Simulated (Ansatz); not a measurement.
# (KCl)2(SnTe)1 [001] superlattice, started as rocksalt type: phonons and vibrational spectra

Task: relax (KCl)2(SnTe)1 [001] superlattice, started as rocksalt type, then find its harmonic phonons.

Method: DFT PBEsol, scalar-relativistic, plane waves, PAW, in Ansatz 0.2.0.

The structure was built from a prototype and need not be the compound's stable phase.

## (1) Starting point

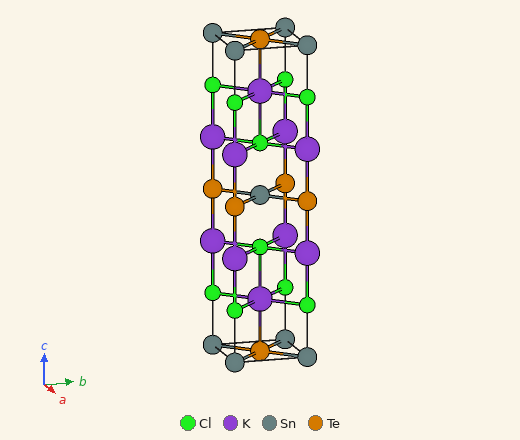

The starting structure, seen slightly off an axis (chlorine green, potassium purple, tin teal, tellurium orange). This picture shows the conventional cell, with its axes. Some periodic images of atoms are drawn too.

Structure file:

```cif
data_structure
_symmetry_space_group_name_H-M 'I4/mmm'
_symmetry_Int_Tables_number 139
_cell_length_a 4.4524
_cell_length_b 4.4524
_cell_length_c 18.8900
_cell_angle_alpha 90.000
_cell_angle_beta 90.000
_cell_angle_gamma 90.000
_cell_volume 374.47
loop_
_atom_site_label
_atom_site_type_symbol
_atom_site_symmetry_multiplicity
_atom_site_Wyckoff_symbol
_atom_site_fract_x
_atom_site_fract_y
_atom_site_fract_z
_atom_site_occupancy
Cl1 Cl 4 e 0.50000 0.50000 0.66667 1
K1 K 4 e 0.00000 0.00000 0.66667 1
Sn1 Sn 2 a 0.00000 0.00000 0.00000 1
Te1 Te 2 b 0.50000 0.50000 0.00000 1
```

## (2) Relaxation

Harmonic phonons are second derivatives at a point where the forces vanish, and they are wanted at zero stress, so atoms and cell are relaxed first.

input.yaml reads:

```yaml
crystal:
  lattice:
    - [3.14833, 3.14833, 0.0]
    - [-3.14833, 3.14833, 0.0]
    - [3.14833, 0.0, 9.445]
  atoms:
    - { symbol: Cl, position: [0.5, 0.5, 0.0] }
    - { symbol: Cl, position: [0.833333, 0.166667, 0.333333] }
    - { symbol: K, position: [0.0, 0.0, 0.0] }
    - { symbol: K, position: [0.333333, 0.666667, 0.333333] }
    - { symbol: Sn, position: [0.666667, 0.333333, 0.666667] }
    - { symbol: Te, position: [0.166667, 0.833333, 0.666667] }
kpoints:
  mp_grid: { grid: [8, 8, 8] }
hamiltonian:
  xc: pbesol
scf:
  occupations: { method: gaussian, width: 0.02 }
output:
  forces: true
  stress: true
  eigenvalues: true
  write_density: true
  write_potential: true
  elf: true
  volumetric_format: npy
relax:
  adjacent_minimum: "off"
  f_tol: 0.005
  max_steps: 80
  cell: { stress_tol: 0.05 }
```

Command:

```
$ ansatz run input.yaml --threads 8 --pin off --max-ram 14336MiB --backend cpu --events-out ev --progress --plain --runs-dir out
```

Numbers of over 12 decimals in the logs are rounded to 6 here.

The log of the run:

```text
Warning: the atoms were moved onto the symmetric positions of the space group found under crystal.symmetry.tolerance 1.0e-5 (fractional; no operation is sought that the atoms, as they stand in a round, miss by more than twice it, and no atom is moved by as much as it), and the run uses the moved positions. Before a round's move an operation carried an atom to 8.90e-6 Å from where it should land, the largest such dist [...]
Engine: ansatz 0.2.0, x86_64-unknown-linux-gnu
Pseudopotentials: kind: paw
Pseudopotential: Cl, paw, valence charge 7, recommended cutoff 420 eV (normal), Cl.paw.azcp
Pseudopotential: K, paw, valence charge 9, recommended cutoff 420 eV (normal), K.paw.azcp
Pseudopotential: Sn, paw, valence charge 14, recommended cutoff 420 eV (normal), Sn.paw.azcp
Pseudopotential: Te, paw, valence charge 16, recommended cutoff 420 eV (normal), Te.paw.azcp
Functional definition: PBEsol
  exchange = pbesol_x
  correlation = pbesol_c
Crystal: 6 atoms, lattice volume = 187.237 Å³
Basis set: ecut = 420 eV, 3679 PW (Γ), exchange–correlation on 60×60×144 points (8 copies of the dense FFT grid, shifted against one another)
Bands: 38, of which v1, the nominal top of the filled ones, is band 31 counted from 1 (30 counted from 0)
Symmetry: 16 space group operations
Space group: I4/mmm (ITA 139), of the structure as read, at distance tolerance 5.7e-5 Å
k-points: 59 of 512
Non-local potential: Cl, projectors of the file, l = 0: 2, l = 1: 2, l = 2: 2
Non-local potential: K, projectors of the file, l = 0: 3, l = 1: 2, l = 2: 2
Non-local potential: Sn, projectors of the file, l = 0: 2, l = 1: 2, l = 2: 2, l = 3: 2
Non-local potential: Te, projectors of the file, l = 0: 2, l = 1: 2, l = 2: 2, l = 3: 2
PAW form: soft (Blöchl's): semilocal exchange-correlation on the pseudo side does not see the compensation charge
PAW frozen core: Cl, regenerated for the run's functional, and the local potential with it (the file was generated under x = pbe(κ = 0.804, μ = 0.219515), c = pbe(β = 0.066725))
PAW frozen core: K, regenerated for the run's functional, and the local potential with it (the file was generated under x = pbe(κ = 0.804, μ = 0.219515), c = pbe(β = 0.066725))
PAW frozen core: Sn, regenerated for the run's functional, and the local potential with it (the file was generated under x = pbe(κ = 0.804, μ = 0.219515), c = pbe(β = 0.066725))
PAW frozen core: Te, regenerated for the run's functional, and the local potential with it (the file was generated under x = pbe(κ = 0.804, μ = 0.219515), c = pbe(β = 0.066725))
PAW one-centre angular grid: Cl, 110 points (default); XC on 64 Gauss nodes
PAW one-centre angular grid: K, 110 points (default); XC on 64 Gauss nodes
PAW one-centre angular grid: Sn, 590 points (default); XC on 64 Gauss nodes
PAW one-centre angular grid: Te, 590 points (default); XC on 64 Gauss nodes
Initial density: superposition of atomic densities (neutral atoms: chi_scale 0, normalization atom), corrected by the library's trained network
Initial wavefunctions: pseudopotential atomic-orbital guess
Functional: x = pbesol(κ = 0.804, μ = 0.123457), c = pbesol(β = 0.046)
SCF iter   1: F=—  HF=-18012.600184 eV  |F-HF|=—  |Δ(HF+E_count)|=         —  Δρ=4.16e-3  dr2=8.10e-2  ethr=1.77e-3  ⟨swp⟩=9.5  Hψ=11533  notcnv=0
preconditioner: auto → Resta (q_TF=auto, 2.269 Å⁻¹)  ε∞=3.0  [insulator: Δε(μ)=0.494 eV  Ē_g=11.903 eV  σ=0.020 eV  W_gap=1.00  n_scr=42 (ndim 8)  ℏωp=16.7 eV  f_vac=0.078  D(μ)=0.00/eV (n_scr^D=0)  ε∞_Penn≈3.0]
SCF iter   2: F=—  HF=-18012.576928 eV  |F-HF|=—  |Δ(HF+E_count)|=   2.33e-2  Δρ=1.48e-3  dr2=9.17e-3  ethr=1.31e-4  ⟨swp⟩=2.8  Hψ=3544  notcnv=0  defer=125
SCF iter   3: F=—  HF=-18012.574276 eV  |F-HF|=—  |Δ(HF+E_count)|=   2.65e-3  Δρ=4.73e-4  dr2=8.48e-4  ethr=1.48e-5  ⟨swp⟩=3.0  Hψ=3407  notcnv=0  defer=125
SCF iter   4: F=—  HF=-18012.574136 eV  |F-HF|=—  |Δ(HF+E_count)|=   1.40e-4  Δρ=1.27e-4  dr2=4.42e-5  ethr=1.37e-6  ⟨swp⟩=2.0  Hψ=2986  notcnv=0  defer=125
SCF iter   5: F=—  HF=-18012.574127 eV  |F-HF|=—  |Δ(HF+E_count)|=   8.86e-6  Δρ=4.54e-5  dr2=4.81e-6  ethr=7.13e-8  ⟨swp⟩=2.0  Hψ=4039  notcnv=0  defer=125
SCF iter   6: F=—  HF=-18012.574130 eV  |F-HF|=—  |Δ(HF+E_count)|=   3.49e-6  Δρ=8.27e-6  dr2=2.11e-7  ethr=7.76e-9  ⟨swp⟩=2.0  Hψ=2724  notcnv=0  defer=125
SCF iter   7: F=-18012.574131 eV  HF=-18012.574131 eV  |F-HF|=7.38e-9  |Δ(HF+E_count)|=   2.09e-7  Δρ=2.71e-6  dr2=1.60e-8  ethr=1.61e-10  ⟨swp⟩=16.7  Hψ=17822  notcnv=0
SCF 1 converged in 7 iterations: F = -18012.574131 eV  dr2 = 1.60e-8
  greatest PAW one-centre occupation: 0.998 electrons in one spin orbital (limit 2), on the Te atom at site 5 (counted from 0), in its partial waves of l = 2
relax step   1: F+E_penalty+E_count = -18012.57413068 eV  Δ(F+E_penalty+E_count) = +0.000e0 eV  max|allowed force component| = 5.068e-1 eV/Å  Δτ_max = 0.0000 Å  P = +0.155 GPa  Ω = 187.237 Å³  (7 SCF iters, dr2 threshold 1.00e-7 eV, accepted)
Crystal: 6 atoms, lattice volume = 188.164 Å³
Basis set: ecut = 420 eV, 3697 PW (Γ), exchange–correlation on 60×60×144 points (8 copies of the dense FFT grid, shifted against one another)
Initial density: handed on by an earlier stage of this run
Initial wavefunctions: those handed on with the density
iter 1 solved again at ethr=9.81e-4 eV; its pass at ethr=3.10e-3 eV (dr2=6.08e-1 eV) is discarded
SCF iter   1: F=—  HF=-18012.832264 eV  |F-HF|=—  |Δ(HF+E_count)|=         —  Δρ=1.17e-2  dr2=6.14e-1  ethr=9.81e-4  ⟨swp⟩=1.4  Hψ=12828  notcnv=0
preconditioner: auto → Resta (q_TF=auto, 2.267 Å⁻¹)  ε∞=2.9  [insulator: Δε(μ)=0.448 eV  Ē_g=12.140 eV  σ=0.020 eV  W_gap=1.00  n_scr=42 (ndim 8)  ℏωp=16.7 eV  f_vac=0.067  D(μ)=0.00/eV (n_scr^D=0)  ε∞_Penn≈2.9]
SCF iter   2: F=—  HF=-18012.658782 eV  |F-HF|=—  |Δ(HF+E_count)|=   1.73e-1  Δρ=3.47e-3  dr2=4.56e-2  ethr=9.81e-4  ⟨swp⟩=3.3  Hψ=3975  notcnv=0  defer=6
SCF iter   3: F=—  HF=-18012.646414 eV  |F-HF|=—  |Δ(HF+E_count)|=   1.24e-2  Δρ=1.22e-3  dr2=2.16e-3  ethr=7.35e-5  ⟨swp⟩=3.1  Hψ=4127  notcnv=0  defer=140
SCF iter   4: F=—  HF=-18012.646060 eV  |F-HF|=—  |Δ(HF+E_count)|=   3.54e-4  Δρ=1.18e-4  dr2=3.55e-5  ethr=3.48e-6  ⟨swp⟩=2.0  Hψ=3310  notcnv=0  defer=141
SCF iter   5: F=—  HF=-18012.646060 eV  |F-HF|=—  |Δ(HF+E_count)|=   1.04e-7  Δρ=3.66e-5  dr2=3.33e-6  ethr=5.72e-8  ⟨swp⟩=2.0  Hψ=3517  notcnv=0  defer=141
SCF iter   6: F=-18012.646061 eV  HF=-18012.646060 eV  |F-HF|=1.38e-7  |Δ(HF+E_count)|=   2.22e-7  Δρ=7.87e-6  dr2=1.88e-7  ethr=9.68e-10  ⟨swp⟩=17.8  Hψ=19275  notcnv=0
SCF 2 converged in 6 iterations: F = -18012.646061 eV  dr2 = 1.88e-7
relax step   2: F+E_penalty+E_count = -18012.64606052 eV  Δ(F+E_penalty+E_count) = -7.193e-2 eV  max|allowed force component| = 2.237e-1 eV/Å  Δτ_max = 0.1965 Å  P = -0.210 GPa  Ω = 188.164 Å³  energy of the carried Pulay correction = -5.772e-5 eV  (6 SCF iters, dr2 threshold 6.00e-7 eV, accepted)
Crystal: 6 atoms, lattice volume = 187.351 Å³
iter 1 solved again at ethr=9.17e-5 eV; its pass at ethr=3.10e-3 eV (dr2=5.69e-2 eV) is discarded
SCF iter   1: F=—  HF=-18012.686694 eV  |F-HF|=—  |Δ(HF+E_count)|=         —  Δρ=3.75e-3  dr2=5.93e-2  ethr=9.17e-5  ⟨swp⟩=2.7  Hψ=10579  notcnv=0
preconditioner: auto → Resta (q_TF=auto, 2.269 Å⁻¹)  ε∞=2.9  [insulator: Δε(μ)=0.482 eV  Ē_g=12.099 eV  σ=0.020 eV  W_gap=1.00  n_scr=42 (ndim 8)  ℏωp=16.7 eV  f_vac=0.071  D(μ)=0.00/eV (n_scr^D=0)  ε∞_Penn≈2.9]
SCF iter   2: F=—  HF=-18012.669908 eV  |F-HF|=—  |Δ(HF+E_count)|=   1.68e-2  Δρ=1.12e-3  dr2=4.39e-3  ethr=9.17e-5  ⟨swp⟩=3.2  Hψ=3798  notcnv=0
SCF iter   3: F=—  HF=-18012.668698 eV  |F-HF|=—  |Δ(HF+E_count)|=   1.21e-3  Δρ=3.87e-4  dr2=2.00e-4  ethr=7.09e-6  ⟨swp⟩=2.1  Hψ=3656  notcnv=0
SCF iter   4: F=—  HF=-18012.668654 eV  |F-HF|=—  |Δ(HF+E_count)|=   4.46e-5  Δρ=4.14e-5  dr2=4.40e-6  ethr=3.23e-7  ⟨swp⟩=2.1  Hψ=3190  notcnv=0
SCF iter   5: F=-18012.668654 eV  HF=-18012.668654 eV  |F-HF|=9.19e-9  |Δ(HF+E_count)|=   8.30e-7  Δρ=1.32e-5  dr2=4.26e-7  ethr=9.68e-10  ⟨swp⟩=14.3  Hψ=19578  notcnv=0
SCF 3 converged in 5 iterations: F = -18012.668654 eV  dr2 = 4.26e-7
  Residual-converged pass: ⟨swp⟩=1.0  Hψ=2480  notcnv=0  max |occ|·‖R‖ = 7.0e-9 eV (tolerance 1.0e-8 eV)  dr2=4.26e-7  dr2_onsite=5.19e-8  max |Δocc| = 1.6e-71
relax step   3: F+E_penalty+E_count = -18012.66865446 eV  Δ(F+E_penalty+E_count) = -2.259e-2 eV  max|allowed force component| = 3.491e-2 eV/Å  Δτ_max = 0.0614 Å  P = -0.043 GPa  Ω = 187.351 Å³  energy of the carried Pulay correction = -7.097e-6 eV  (5 SCF iters, dr2 threshold 6.00e-7 eV, accepted)
[...]
relax step   4: F+E_penalty+E_count = -18012.66913504 eV  Δ(F+E_penalty+E_count) = -4.806e-4 eV  max|allowed force component| = 3.554e-3 eV/Å  Δτ_max = 0.0110 Å  P = +0.009 GPa  Ω = 187.122 Å³  energy of the carried Pulay correction = +7.177e-6 eV  (5 SCF iters, dr2 threshold 7.62e-8 eV, accepted)
Initial wavefunctions: pseudopotential atomic-orbital guess (no wavefunctions were taken with the density)
iter 1 solved again at ethr=9.12e-8 eV; its pass at ethr=3.10e-3 eV (dr2=5.65e-5 eV) is discarded
SCF iter   1: F=—  HF=-18012.668994 eV  |F-HF|=—  |Δ(HF+E_count)|=         —  Δρ=5.75e-5  dr2=1.57e-7  ethr=9.12e-8  ⟨swp⟩=3.8  Hψ=17911  notcnv=0
preconditioner: auto → Resta (q_TF=auto, 2.270 Å⁻¹)  ε∞=2.9  [insulator: Δε(μ)=0.473 eV  Ē_g=12.103 eV  σ=0.020 eV  W_gap=1.00  n_scr=42 (ndim 8)  ℏωp=16.7 eV  f_vac=0.070  D(μ)=0.00/eV (n_scr^D=0)  ε∞_Penn≈2.9]
SCF iter   2: F=—  HF=-18012.669085 eV  |F-HF|=—  |Δ(HF+E_count)|=   9.09e-5  Δρ=2.90e-5  dr2=4.09e-8  ethr=2.53e-10  ⟨swp⟩=2.5  Hψ=4165  notcnv=0
SCF iter   3: F=—  HF=-18012.669115 eV  |F-HF|=—  |Δ(HF+E_count)|=   3.00e-5  Δρ=1.02e-6  dr2=1.68e-9  ethr=6.60e-11  ⟨swp⟩=2.0  Hψ=3363  notcnv=0
SCF iter   4: F=—  HF=-18012.669115 eV  |F-HF|=—  |Δ(HF+E_count)|=   1.37e-8  Δρ=3.22e-7  dr2=2.63e-10  ethr=2.71e-12  ⟨swp⟩=2.4  Hψ=3627  notcnv=0
SCF iter   5: F=-18012.669115 eV  HF=-18012.669115 eV  |F-HF|=1.20e-10  |Δ(HF+E_count)|=  1.75e-10  Δρ=9.93e-8  dr2=2.38e-11  ethr=1.00e-12  ⟨swp⟩=7.3  Hψ=11154  notcnv=0
SCF 5 converged in 5 iterations: F = -18012.669115 eV  dr2 = 2.38e-11
relax step   5: F+E_penalty+E_count = -18012.66911504 eV  Δ(F+E_penalty+E_count) = +2.000e-5 eV  max|allowed force component| = 3.578e-3 eV/Å  Δτ_max = 0.0000 Å  P = +0.009 GPa  Ω = 187.122 Å³  stress off target by 4.06e-2 GPa  SCF on the basis re-selected at this cell (its energy is not comparable with the rows above)  (5 SCF iters)
basis re-selected at this cell: Δ(F+E_penalty+E_count) = +2.000e-5 eV, ΔP = +0.000 GPa vs the last step (what re-selecting the basis moved, of the pressure what is left beyond the Pulay correction that the steps carried, after the strain that the cell walked since its last selection, with what the two solves' SCF thresholds leave and, on support functions, any second-order correction that the steps lacked; it is no m [...]
SCF converged after 5 iterations
Free energy (F): -18012.669115 eV
Harris-Foulkes:  -18012.669115 eV  (|F-HF|=1.20e-10)
Internal energy: -18012.669115 eV  (E = F + TS)
E sigma→0 (E₀):  -18012.669115 eV
Fermi energy:    6.346282 eV
--- Per-component energies (eV) ---
  E_band       = -664.752911
  E_kinetic    = 1196.749251
  E_local      = -4693.679815  (includes V_loc(G=0)·N_el)
  E_nonlocal   = -253.901981
  E_hartree    = 2320.556785
  E_xc         = -983.214985
  E_vxc        = -772.926952  (∫ρ·V_xc dr)
  E_paw        = -11453.182404  (= ΣΔE_a)
  E_vpaw       = -782.106916  (= ΣTr[D̂ρ^β])
  E_aug_tail   = 0.000001  (compensation charges beyond the density's cutoff)
  E_ewald      = -4147.028255
  E_core_change = 1.032289  (= ΣΔE_core)
  E_smearing   = -0.000000  (= −TS)
  E_closure    = -0.000000  (closes the sum)
  Σ components = -18012.669115   (vs F -18012.669115, Δ=0.00e0)
--- Forces (eV/Å), atoms counted from 1 ---
  atom   1  Cl     0.00000000     0.00000000    -0.00357827
  atom   2  Cl     0.00000000     0.00000000     0.00357827
  atom   3  K     -0.00000000     0.00000000    -0.00182729
  atom   4  K     -0.00000000     0.00000000     0.00182729
  atom   5  Sn    -0.00000000     0.00000000     0.00000000
  atom   6  Te    -0.00000000     0.00000000     0.00000000
  max |Σ_I F_I| component: 1.73e-18 eV/Å
--- Stress (GPa, compression-positive) ---
       -0.006646      -0.000000       0.000000
        0.000000      -0.006646       0.000000
        0.000000       0.000000       0.040607
  P = ⅓ Tr σ = 0.0091 GPa (0.091 kbar)
--- Band table (eV; the first three rows and the last of 59) ---
  k-point 0: bands = [... 27 lower, 2.2754, 3.4168, 3.4168, 3.8046, 8.0106, 8.3293, 9.0025, 9.0555, ... 3 higher]
  k-point 1: bands = [... 27 lower, 2.2973, 3.4144, 3.4144, 3.7579, 7.9727, 8.4516, 8.8808, 9.2155, ... 3 higher]
  k-point 2: bands = [... 27 lower, 2.3612, 3.4087, 3.4087, 3.6363, 7.9559, 8.6890, 8.7761, 9.4333, ... 3 higher]
  k-point 58: bands = [... 27 lower, 2.1386, 2.1386, 2.3435, 4.3286, 7.5824, 8.8556, 8.8556, 10.3280, ... 3 higher]
--- Relaxed structure (4 steps of the walk, 4 accepted, 1 SCFs on fresh bases) ---
  F+E_penalty+E_count = -18012.66911504 eV   max|allowed force component| = 3.578e-3 eV/Å   (the final SCF, on the basis selected at the relaxed cell)
  cell:  # Å, volume = 187.1224 Å³
    - [3.125313, 3.125313, 0.0]
    - [-3.125313, 3.125313, 0.0]
    - [3.125313, 0, 9.578752]
  atoms:
    - { symbol: Cl, position: [0.504233, 0.495767, -0.00846663] }
    - { symbol: Cl, position: [0.829100, 0.170900, 0.341800] }
    - { symbol: K, position: [-0.00657167, 0.00657167, 0.013143] }
    - { symbol: K, position: [0.339905, 0.660095, 0.320190] }
    - { symbol: Sn, position: [0.666667, 0.333333, 0.666667] }
    - { symbol: Te, position: [0.166667, 0.833333, 0.666667] }
```

Wall time 11 s (8 threads of AMD EPYC 9R14 (Zen 4), shared host); peak memory 0.98 GiB.

Step by step:

```tsv
step	energy less that of the first step (eV)	largest force component (eV/Å)	pressure (GPa)	volume (Å³)
1	0.0000	0.5068	0.15	187.24
2	-0.0719	0.2237	-0.21	188.16
3	-0.0945	0.0349	-0.04	187.35
4	-0.0950	0.0036	0.01	187.12
5*	-0.0950	0.0036	0.01	187.12
```

Relaxation steps marked * repeat the geometry before them on a plane-wave basis chosen anew for their cell, so energy and pressure can jump there.

Forces are held to the 16 operations that the run works with; a distortion that breaks them can't arise in this run.

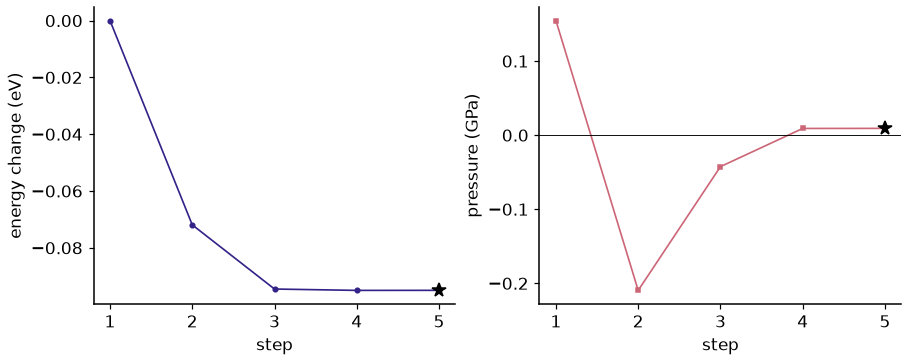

Energy and pressure along the relaxation. Stars mark steps on a basis chosen anew.

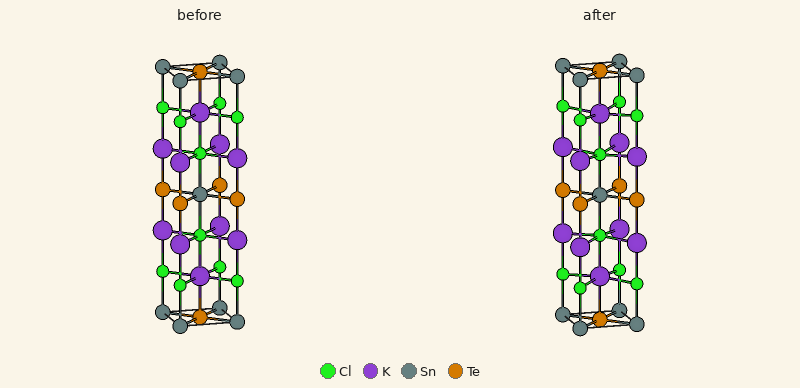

The structure before and after the relaxation, drawn at the same scale.

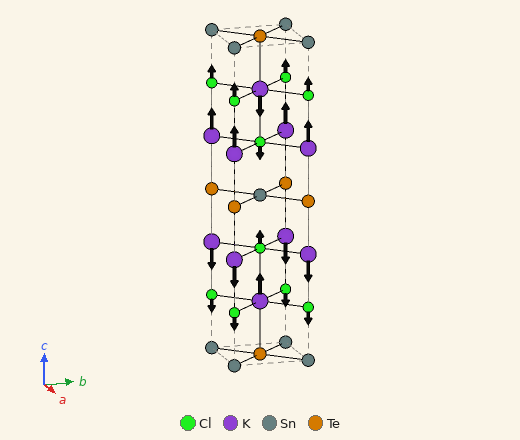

Displacements in the relaxation, exaggerated, measured against the changing cell; the longest in the cell stands for 0.13 Å. Some periodic images of atoms are drawn too.

```tsv
conventional cell, symmetrised	before	after	change
a (Å)	4.452	4.420	-0.7 %
b (Å)	4.452	4.420	-0.7 %
c (Å)	18.890	19.158	+1.4 %
volume (Å³/atom)	31.21	31.19	-0.1 %
```

The atoms that moved most (Å, as changes of fractional coordinates times the final cell):

```tsv
atom	dx	dy	dz	length
K3	0.000	0.000	0.126	0.126
K4	0.000	0.000	-0.126	0.126
Cl2	0.000	0.000	0.081	0.081
Cl1	0.000	0.000	-0.081	0.081
```

Final coordinates:

```xyz
6
Lattice="3.1253 3.1253 0.0000 -3.1253 3.1253 0.0000 3.1253 0.0000 9.5788" Properties=species:S:1:pos:R:3 pbc="T T T"
Cl    0.0000    3.1253   -0.0811
Cl    3.1253    3.1253    3.2740
K     0.0000    0.0000    0.1259
K     0.0000    3.1253    3.0670
Sn    3.1253    3.1253    6.3858
Te    0.0000    3.1253    6.3858
```

This step gave:

```
pressure           : 0.009105 GPa
gap on the k-mesh  : 0.4728 eV
volume per atom    : 31.19 Å³
direct gap on mesh : 0.4728 eV
```

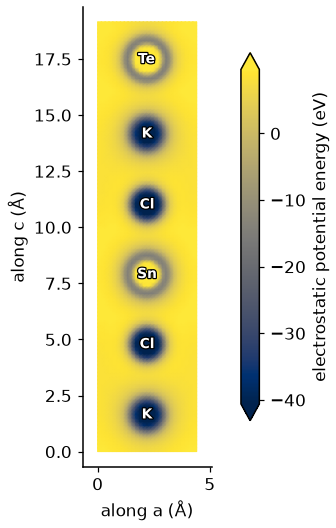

Electrostatic potential energy in the ac plane of the conventional cell at fractional y = 0.000, with atoms of Cl and K and Sn and Te within 0.2 Å of it. With pseudopotentials it is smooth inside the atoms' cores, unlike the true potential. The map starts off the cell's origin, so that atoms lie inside it.

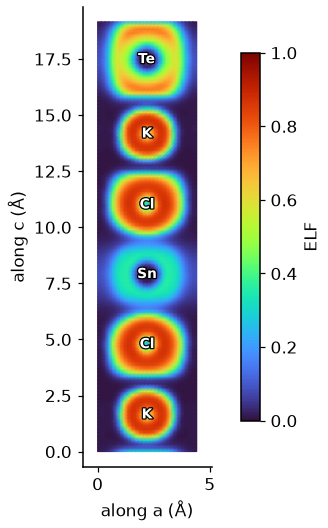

ELF in the ac plane of the conventional cell at fractional y = 0.000, with atoms of Cl and K and Sn and Te within 0.2 Å of it. It is the smooth field of the valence electrons, not physical close to the nuclei. The map starts off the cell's origin, so that atoms lie inside it.

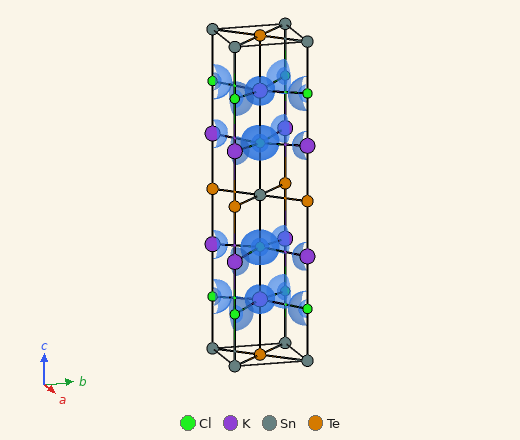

Surface of ELF = 0.8.

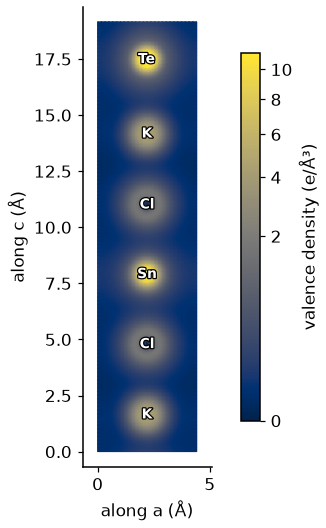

Valence density in the ac plane of the conventional cell at fractional y = 0.000, with atoms of Cl and K and Sn and Te within 0.2 Å of it. It is the smooth field of the valence electrons, not physical close to the nuclei. The map starts off the cell's origin, so that atoms lie inside it. The colour scale is stretched toward low values.

In this step the volume went from 31.21 to 31.19 Å³/atom.

(Part 1 of 2 ends here.)

[Logs are printed without paths, hosts, clocks, repeated set-up lines and the standing remarks that a program may print on its own settings, such as how far it seeks lower states.]

[Hosts, paths, dates, database ids (printed as entryN), source tags and the programs' standing remarks are cut or masked in the printed files.]
